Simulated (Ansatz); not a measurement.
**AlBH (quartet): correlated methods under varied settings at distance Al2–H3 = 1.577 Å**

What do other methods and options give for AlBH (quartet) at this geometry, and how long do they take?

Method: the settings change from run to run; program: Ansatz 0.2.0, Gaussian basis.

21 further runs of the same task are left out: 2 for a mislabelled method, 16 that didn't finish, 3 set aside as unsound or not needed.

**1. The system**

The geometry derives from a PBE0/def2-TZVP stationary point (not a proven minimum). One bond is set to the value named and the two fragments are kept rigid.

3 atoms, charge 0, spin multiplicity 4.

Atoms are counted from 1 here; the program's logs count them from 0.

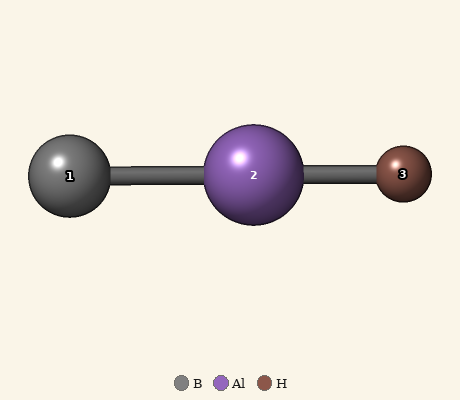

The structure; boron grey, aluminium purple, hydrogen brown; atoms are numbered from 1 in the order of the file.

Coordinates:

```xyz
3
charge 0, multiplicity 4
B     0.0000    0.0000    1.8170
Al    0.0000    0.0000   -0.1200
H     0.0000    0.0000   -1.6970
```

**2. NEVPT2(3,7)/STO-3G**

Input file in.yaml:

```yaml
crystal:
  periodic: [false, false, false]
  atoms:
    - {symbol: B, position_ang: [0.000000, 0.000000, 1.817000]}
    - {symbol: Al, position_ang: [0.000000, 0.000000, -0.120000]}
    - {symbol: H, position_ang: [0.000000, 0.000000, -1.697000]}
basis:
  gaussian: {orbitals: STO-3G}
magnetization: {spin_polarized: false, initial_magnetization: 3}
correlation: {method: sc_nevpt2, electrons: outside_noble_gas, active_space: {window: {electrons: 3, orbitals: 7}}}
output: {forces: true}
```

Started as:

```console
$ ansatz run in.yaml --threads 1 --pin off --events-out ev --progress --plain --max-ram 2393MiB
```

Output:

```text
Functional definition: HF
  name "HF"
  cite "Fock, Z. Phys. 61, 126 (1930) doi:10.1007/BF01340294"
  parent pbe
  exchange = exact_x
  correlation = 0
166 factors; integrals over basis functions are off by at most 1.4e-4 eV
mean field evaluation 1: about -7173.4751 eV, gradient 1.3e1 eV
mean field evaluation 2: about -7173.4804 eV, gradient 1.3e1 eV
mean field evaluation 4: about -7175.6094 eV, gradient 4.3e0 eV
mean field evaluation 8: about -7176.1412 eV, gradient 3.0e-1 eV
mean field -7176.14143268 eV, -263.7183334876 hartree, gradient 2.9e-6 eV, S^2 3.750000; 0 other end points of the search recorded, 0 dependent functions left out
reference -7176.14143268 eV, -263.7183334876 hartree; 11, 8 occupied and 4, 7 virtual orbitals, 166 factors
state -7176.50301659 eV, -263.7316214513 hartree
state -7176.50301659 eV, -263.7316214513 hartree; corrected -7177.46578759 eV, -263.7670026328 hartree
the calculation of the forces begins
Total energy: -7177.46578759 eV, -263.7670026328 hartree
Atom 0 at     0.000000     0.000000     1.817000 Å, force     0.000000    -0.000000    -2.773731 eV/Å
Atom 1 at     0.000000     0.000000    -0.120000 Å, force    -0.000000     0.000000     1.065666 eV/Å
Atom 2 at     0.000000     0.000000    -1.697000 Å, force    -0.000000     0.000000     1.708066 eV/Å
Dipole moment:    -0.000000     0.000000    -0.375564 e Å
```

Run time: 0.18 s. Hardware: 1 thread of Arm Neoverse V1, shared host.

From the report: 12 determinants; active occupations 0.99, 0.98, 0.98, 0.02, 0.02, 0.01, 0.00.

**3. BCCD(T)/STO-3G**

Input file in.yaml:

```yaml
crystal:
  periodic: [false, false, false]
  atoms:
    - {symbol: B, position_ang: [0.000000, 0.000000, 1.817000]}
    - {symbol: Al, position_ang: [0.000000, 0.000000, -0.120000]}
    - {symbol: H, position_ang: [0.000000, 0.000000, -1.697000]}
basis:
  gaussian: {orbitals: STO-3G}
magnetization: {spin_polarized: true, initial_magnetization: 3}
hamiltonian: {xc: {name: B3LYP}}
correlation: {method: bccd_t, electrons: outside_noble_gas, diis_vectors: 12}
output: {forces: true}
```

The command is unchanged.

Output (excerpt; [...] marks lines left out):

```text
Functional definition: B3LYP
  name "B3LYP"
  cite "Stephens, Devlin, Chabalowski & Frisch, J. Phys. Chem. 98, 11623 (1994) doi:10.1021/j100096a001"
  cite "Becke, Phys. Rev. A 38, 3098 (1988) doi:10.1103/PhysRevA.38.3098"
  cite "Lee, Yang & Parr, Phys. Rev. B 37, 785 (1988) doi:10.1103/PhysRevB.37.785"
  cite "Vosko, Wilk & Nusair, Can. J. Phys. 58, 1200 (1980) doi:10.1139/p80-159"
[...]
166 factors; integrals over basis functions are off by at most 1.4e-4 eV
[...]
mean field -7193.84215585 eV, -264.3688230663 hartree, gradient 4.5e-7 eV, S^2 3.750346; 0 other end points of the search recorded, 0 dependent functions left out
6 core orbitals not correlated: weight in the atoms' cores, before any rotation towards them, 0.999 or more for the frozen orbitals, at most 0.001 for the correlated occupied ones
reference -7175.68580862 eV, -263.7015896123 hartree; 5, 2 occupied and 4, 7 virtual orbitals, 166 factors
second order -1.68521768 eV of doubles, -0.16717309 eV of singles
cycle   1  -2.09218339 eV  change   -2.5e-1 eV  update   8.1e-2
[...]
cycle  12  -2.28970355 eV  change    2.3e-6 eV  update   1.1e-6
perturbative correction -0.06774695 eV, -0.0024896543 hartree
[...]
Total energy: -7178.04325912 eV, -263.7882243201 hartree
Atom 0 at     0.000000     0.000000     1.817000 Å, force     0.000000     0.000000    -2.508662 eV/Å
Atom 1 at     0.000000     0.000000    -0.120000 Å, force    -0.000000     0.000000     1.301674 eV/Å
Atom 2 at     0.000000     0.000000    -1.697000 Å, force     0.000000    -0.000000     1.206988 eV/Å
Dipole moment:     0.000000    -0.000000    -0.393518 e Å
```

It took 1.1 s on 1 thread of Arm Neoverse V1, shared host.

From the report: ⟨S²⟩ of the determinant 3.750 (pure quartet: 3.75); correlation -2.3575 eV; largest double amplitude 0.10.

**4. NEVPT4(SD)(3,4)/6-31G**

Input file in.yaml:

```yaml
crystal:
  periodic: [false, false, false]
  atoms:
    - {symbol: B, position_ang: [0.000000, 0.000000, 1.817000]}
    - {symbol: Al, position_ang: [0.000000, 0.000000, -0.120000]}
    - {symbol: H, position_ang: [0.000000, 0.000000, -1.697000]}
basis:
  gaussian: {orbitals: 6-31G}
magnetization: {spin_polarized: false, initial_magnetization: 3}
correlation: {method: fic_nevpt4_sd, electrons: outside_noble_gas, active_space: {window: {electrons: 3, orbitals: 4}, states: [{multiplicity: 4, weights: [0.5, 0.5, 1, 0.5]}]}}
```

The command is unchanged.

Output (excerpt; [...] marks lines left out):

```text
Functional definition: HF
  name "HF"
  cite "Fock, Z. Phys. 61, 126 (1930) doi:10.1007/BF01340294"
  parent pbe
[...]
498 factors; integrals over basis functions are off by at most 8.3e-8 eV
[...]
mean field -7265.14923062 eV, -266.9893097302 hartree, gradient 2.8e-6 eV, S^2 3.750000; 2 other end points of the search recorded, 0 dependent functions left out
reference -7265.14923062 eV, -266.9893097302 hartree; 11, 8 occupied and 13, 16 virtual orbitals, 498 factors
state -7264.96365965 eV, -266.9824901228 hartree
state -7262.41042330 eV, -266.8886604176 hartree
state -7261.13614842 eV, -266.8418316795 hartree
state -7260.05819083 eV, -266.8022174688 hartree
state -7264.96365965 eV, -266.9824901228 hartree; corrected -7267.29166490 eV, -267.0680427379 hartree
state -7262.41042330 eV, -266.8886604176 hartree; corrected -7264.16500505 eV, -266.9531401078 hartree
state -7261.13614842 eV, -266.8418316795 hartree; corrected -7264.01329479 eV, -266.9475648583 hartree
state -7260.05819083 eV, -266.8022174688 hartree; corrected -7262.88912369 eV, -266.9062523326 hartree
Total energy: -7264.47447664 eV, -266.9645129790 hartree
```

Wall time 0.6 s (1 thread of Arm Neoverse V1, shared host).

From the report: 4 determinants; active occupations (of the averaged states) 0.80, 0.80, 0.80, 0.60.

**5. CCSDT(Q) on UHF/6-31G**

Input file in.yaml:

```yaml
crystal:
  periodic: [false, false, false]
  atoms:
    - {symbol: B, position_ang: [0.000000, 0.000000, 1.817000]}
    - {symbol: Al, position_ang: [0.000000, 0.000000, -0.120000]}
    - {symbol: H, position_ang: [0.000000, 0.000000, -1.697000]}
basis:
  gaussian: {orbitals: 6-31G}
magnetization: {spin_polarized: true, initial_magnetization: 3}
correlation: {method: ccsdt_q, electrons: valence}
scf: {omitted_lower_state_checks: [cluster_reference]}
```

Launched as before.

Output (excerpt; [...] marks lines left out):

```text
Functional definition: HF
  name "HF"
  cite "Fock, Z. Phys. 61, 126 (1930) doi:10.1007/BF01340294"
  parent pbe
[...]
498 factors; integrals over basis functions are off by at most 8.3e-8 eV
[...]
mean field -7265.17840101 eV, -266.9903817223 hartree, gradient 2.7e-6 eV, S^2 3.754661; 2 other end points of the search recorded, 0 dependent functions left out
6 core orbitals not correlated: weight in the atoms' cores, before any rotation towards them, 1.000 or more for the frozen orbitals, at most 0.000 for the correlated occupied ones
reference -7265.17840101 eV, -266.9903817223 hartree; 5, 2 occupied and 13, 16 virtual orbitals, 498 factors
second order -1.56140562 eV of doubles, -0.00000000 eV of singles
cycle   1  -1.91788705 eV  change   -3.6e-1 eV  update   7.0e-2
[...]
cycle  16  -2.23884993 eV  change    3.8e-7 eV  update   5.4e-7
perturbative correction -0.00595576 eV, -0.0002188701 hartree
Total energy: -7267.42320670 eV, -267.0728768097 hartree
Checks for a lower state left out: cluster_reference
```

Wall time 1.8 s (1 thread of Arm Neoverse V1, shared host).

From the report: ⟨S²⟩ of the determinant 3.755 (pure quartet: 3.75); correlation -2.2448 eV; T1 0.027; largest double amplitude 0.11.

**6. CCSDT(Q)/B on UHF/6-31G***

in.yaml, as its differences from that of step 5:

```diff
@@ -7,5 +7,4 @@
 basis:
-  gaussian: {orbitals: 6-31G}
+  gaussian: {orbitals: "6-31G*"}
 magnetization: {spin_polarized: true, initial_magnetization: 3}
-correlation: {method: ccsdt_q, electrons: valence}
-scf: {omitted_lower_state_checks: [cluster_reference]}
+correlation: {method: ccsdt_q_b, electrons: outside_noble_gas}
```

The command is unchanged.

Output (excerpt; [...] marks lines left out):

```text
Functional definition: HF
  name "HF"
  cite "Fock, Z. Phys. 61, 126 (1930) doi:10.1007/BF01340294"
  parent pbe
[...]
594 factors; integrals over basis functions are off by at most 1.1e-7 eV
[...]
mean field -7265.71928202 eV, -267.0102587329 hartree, gradient 2.9e-6 eV, S^2 3.757908; 6 other end points of the search recorded, 0 dependent functions left out
determinant -7265.71928202 eV, -267.0102587329 hartree, with singles and doubles -7268.69365439 eV, -267.1195649015 hartree
determinant -7263.04419609 eV, -266.9119511382 hartree, with singles and doubles -7265.66307360 eV, -267.0081931115 hartree
determinant -7262.46130666 eV, -266.8905303467 hartree, with singles and doubles -7265.35770961 eV, -266.9969711917 hartree
6 core orbitals not correlated: weight in the atoms' cores, before any rotation towards them, 1.000 or more for the frozen orbitals, at most 0.000 for the correlated occupied ones
reference -7265.71928202 eV, -267.0102587329 hartree; 5, 2 occupied and 25, 28 virtual orbitals, 594 factors
second order -2.30788819 eV of doubles, -0.00000000 eV of singles
cycle   1  -2.73034093 eV  change   -4.2e-1 eV  update   7.5e-2
[...]
cycle  17  -3.14204740 eV  change    1.5e-7 eV  update   5.1e-7
perturbative correction -0.00775870 eV, -0.0002851269 hartree
Total energy: -7268.86908812 eV, -267.1260119720 hartree
```

Run time: 4.5 s. Hardware: 1 thread of Arm Neoverse V1, shared host.

From the report: ⟨S²⟩ of the determinant 3.758 (pure quartet: 3.75); correlation -3.1498 eV; T1 0.033; largest double amplitude 0.10.

**7. CISDT/6-31G**

Input file in.yaml:

```yaml
crystal:
  periodic: [false, false, false]
  atoms:
    - {symbol: B, position_ang: [0.000000, 0.000000, 1.817000]}
    - {symbol: Al, position_ang: [0.000000, 0.000000, -0.120000]}
    - {symbol: H, position_ang: [0.000000, 0.000000, -1.697000]}
basis:
  gaussian: {orbitals: 6-31G, fitting: {mean_field: def2-universal-jkfit}}
magnetization: {spin_polarized: false, initial_magnetization: 3}
correlation: {active_space: {ras: {orbitals: [2, 3, 13], electrons: 7, max_holes: 3, max_particles: 3}, fixed_orbitals: true}}
accuracy: high
```

The command is unchanged.

Output:

```text
Functional definition: HF
  name "HF"
  cite "Fock, Z. Phys. 61, 126 (1930) doi:10.1007/BF01340294"
  parent pbe
  exchange = exact_x
  correlation = 0
221 factors; integrals over basis functions are off by at most 8.7e-2 eV
mean field evaluation 1: about -7263.6135 eV, gradient 7.1e0 eV
mean field evaluation 2: about -7264.7087 eV, gradient 4.1e0 eV
mean field evaluation 4: about -7265.1202 eV, gradient 1.2e0 eV
mean field evaluation 8: about -7265.1487 eV, gradient 3.0e-4 eV
mean field evaluation 16: about -7265.1224 eV, gradient 5.7e-1 eV
mean field -7265.14870037 eV, -266.9892902440 hartree, gradient 2.1e-8 eV, S^2 3.750000; 2 other end points of the search recorded, 0 dependent functions left out
reference -7265.14870037 eV, -266.9892902440 hartree; 11, 8 occupied and 13, 16 virtual orbitals, 221 factors
state -7267.35898500 eV, -267.0705167060 hartree
Total energy: -7267.35898500 eV, -267.0705167060 hartree
```

Run time: 1.9 s. Hardware: 1 thread of Arm Neoverse V1, shared host.

From the report: 23,613 determinants.

**8. NEVPT2(5,9)/6-31G**

Input file in.yaml:

```yaml
crystal:
  periodic: [false, false, false]
  atoms:
    - {symbol: B, position_ang: [0.000000, 0.000000, 1.817000]}
    - {symbol: Al, position_ang: [0.000000, 0.000000, -0.120000]}
    - {symbol: H, position_ang: [0.000000, 0.000000, -1.697000]}
basis:
  gaussian: {orbitals: 6-31G}
magnetization: {spin_polarized: false, initial_magnetization: 3}
correlation: {method: sc_nevpt2, electrons: all, active_space: {window: {electrons: 5, orbitals: 9}}}
output: {forces: true}
```

The command is unchanged.

Output (excerpt; [...] marks lines left out):

```text
Functional definition: HF
  name "HF"
  cite "Fock, Z. Phys. 61, 126 (1930) doi:10.1007/BF01340294"
  parent pbe
[...]
296 factors; integrals over basis functions are off by at most 1.3e-4 eV
[...]
mean field -7265.14913010 eV, -266.9893060364 hartree, gradient 2.7e-6 eV, S^2 3.750000; 4 other end points of the search recorded, 0 dependent functions left out
reference -7265.14913010 eV, -266.9893060364 hartree; 11, 8 occupied and 13, 16 virtual orbitals, 296 factors
state -7266.52967792 eV, -267.0400402330 hartree
state -7266.52967792 eV, -267.0400402330 hartree; corrected -7267.20781595 eV, -267.0649613456 hartree
[...]
Total energy: -7267.20781595 eV, -267.0649613456 hartree
Atom 0 at     0.000000     0.000000     1.817000 Å, force     0.000000     0.000000     0.934460 eV/Å
Atom 1 at     0.000000     0.000000    -0.120000 Å, force    -0.000000    -0.000000    -0.753807 eV/Å
Atom 2 at     0.000000     0.000000    -1.697000 Å, force    -0.000000    -0.000000    -0.180653 eV/Å
Dipole moment:    -0.000000    -0.000000    -0.293336 e Å
```

Wall time 3 s (1 thread of Arm Neoverse V1, shared host).

From the report: 320 determinants; active occupations 1.95, 0.99, 0.98, 0.98, 0.03, 0.03, 0.03, 0.00, 0.00.

**9. HF/6-31G**

in.yaml, as its differences from that of step 8:

```diff
@@ -9,3 +9,3 @@
 magnetization: {spin_polarized: false, initial_magnetization: 3}
-correlation: {method: sc_nevpt2, electrons: all, active_space: {window: {electrons: 5, orbitals: 9}}}
-output: {forces: true}
+hamiltonian: {xc: hf}
+output: {orbitals: {seedname: orbitals}}
```

Launched as before.

Output:

```text
Functional definition: HF
  name "HF"
  cite "Fock, Z. Phys. 61, 126 (1930) doi:10.1007/BF01340294"
  parent pbe
  exchange = exact_x
  correlation = 0
296 factors; integrals over basis functions are off by at most 1.3e-4 eV
mean field evaluation 1: about -7263.5724 eV, gradient 7.1e0 eV
mean field evaluation 2: about -7263.6066 eV, gradient 7.2e0 eV
mean field evaluation 4: about -7265.0029 eV, gradient 2.0e0 eV
mean field evaluation 8: about -7265.1474 eV, gradient 3.0e-1 eV
mean field evaluation 16: about -7263.9213 eV, gradient 4.8e0 eV
mean field evaluation 32: about -7258.8066 eV, gradient 1.0e1 eV
mean field -7265.14913010 eV, -266.9893060364 hartree, gradient 3.0e-5 eV, S^2 3.750000; 0 other end points of the search recorded, 0 dependent functions left out
reference -7265.14913010 eV, -266.9893060364 hartree; 11, 8 occupied and 13, 16 virtual orbitals, 296 factors
Total energy: -7265.14913010 eV, -266.9893060364 hartree
```

It took 0.18 s on 1 thread of Arm Neoverse V1, shared host.

**10. CASCI(3,7)/STO-3G**

in.yaml, as its differences from that of step 9:

```diff
@@ -7,5 +7,6 @@
 basis:
-  gaussian: {orbitals: 6-31G}
+  gaussian: {orbitals: STO-3G}
 magnetization: {spin_polarized: false, initial_magnetization: 3}
-hamiltonian: {xc: hf}
-output: {orbitals: {seedname: orbitals}}
+correlation: {active_space: {window: {electrons: 3, orbitals: 7}, fixed_orbitals: true}}
+accuracy: high
+scf: {lower_state_search: off}
```

Launched as before.

Output:

```text
Functional definition: HF
  name "HF"
  cite "Fock, Z. Phys. 61, 126 (1930) doi:10.1007/BF01340294"
  parent pbe
  exchange = exact_x
  correlation = 0
these checks for a lower state are left out or cut short: stability, starts, cluster_reference, orbital_swaps, neighbouring_geometries, increment
244 factors; integrals over basis functions are off by at most 5.6e-9 eV
mean field evaluation 1: about -7173.4734 eV, gradient 1.3e1 eV
mean field evaluation 2: about -7173.4794 eV, gradient 1.3e1 eV
mean field evaluation 4: about -7175.6099 eV, gradient 4.3e0 eV
mean field evaluation 8: about -7176.1416 eV, gradient 3.0e-1 eV
mean field -7176.14150810 eV, -263.7183362593 hartree, gradient 3.6e-8 eV, S^2 3.750000; 0 other end points of the search recorded, 0 dependent functions left out
reference -7176.14150810 eV, -263.7183362593 hartree; 11, 8 occupied and 4, 7 virtual orbitals, 244 factors
state -7176.45945845 eV, -263.7300207191 hartree
Total energy: -7176.45945845 eV, -263.7300207191 hartree
Checks for a lower state left out: stability, starts, cluster_reference, orbital_swaps, neighbouring_geometries, increment
```

Run time: 0.09 s. Hardware: 1 thread of Arm Neoverse V1, shared host.

From the report: 12 determinants; active occupations 0.99, 0.98, 0.98, 0.02, 0.02, 0.01, 0.00.

**11. The runs in one table**

Where basis and cores are those of an earlier FCI/6-31G run (-7267.4252 eV), and the state is the same kind, the miss against it is given.

| level | correlated | functions | energy (eV) | from FCI (meV) | time |
| --- | --- | --- | --- | --- | --- |
| NEVPT2(3,7)/STO-3G | outside noble gas | 15 | -7177.4658 |  | 0.18 s |
| BCCD(T)/STO-3G (on B3LYP orbitals) | outside noble gas | 15 | -7178.0433 |  | 1.1 s |
| NEVPT4(SD)(3,4)/6-31G (mean of several states) | outside noble gas | 24 | -7264.4745 |  | 0.6 s |
| CCSDT(Q) on UHF/6-31G | valence | 24 | -7267.4232 | 1.9 | 1.8 s |
| CCSDT(Q)/B on UHF/6-31G* | outside noble gas | 36 | -7268.8691 |  | 4.5 s |
| CISDT/6-31G | outside noble gas | 24 | -7267.3590 | 66.2 | 1.9 s |
| NEVPT2(5,9)/6-31G | all | 24 | -7267.2078 |  | 3 s |
| HF/6-31G |  | 24 | -7265.1491 | 2276.0 | 0.18 s |
| CASCI(3,7)/STO-3G |  | 15 | -7176.4595 |  | 0.09 s |

**12. Outcome**

| quantity | value |
| --- | --- |
| runs | 9 |
| quickest | CASCI(3,7)/STO-3G, 0.09 s |
| slowest | CCSDT(Q)/B on UHF/6-31G*, 4.5 s |

What this shows: Total energies in different bases, with other cores or another treatment of relativity can't be set against each other. CCSDT(Q)/B on UHF/6-31G* took 50 times as long as CASCI(3,7)/STO-3G; the jobs differ in more than the method. Among the correlated runs with a miss given, it spans +2 to +66 meV. Hartree-Fock, CASSCF and CASCI lack dynamic correlation by design.
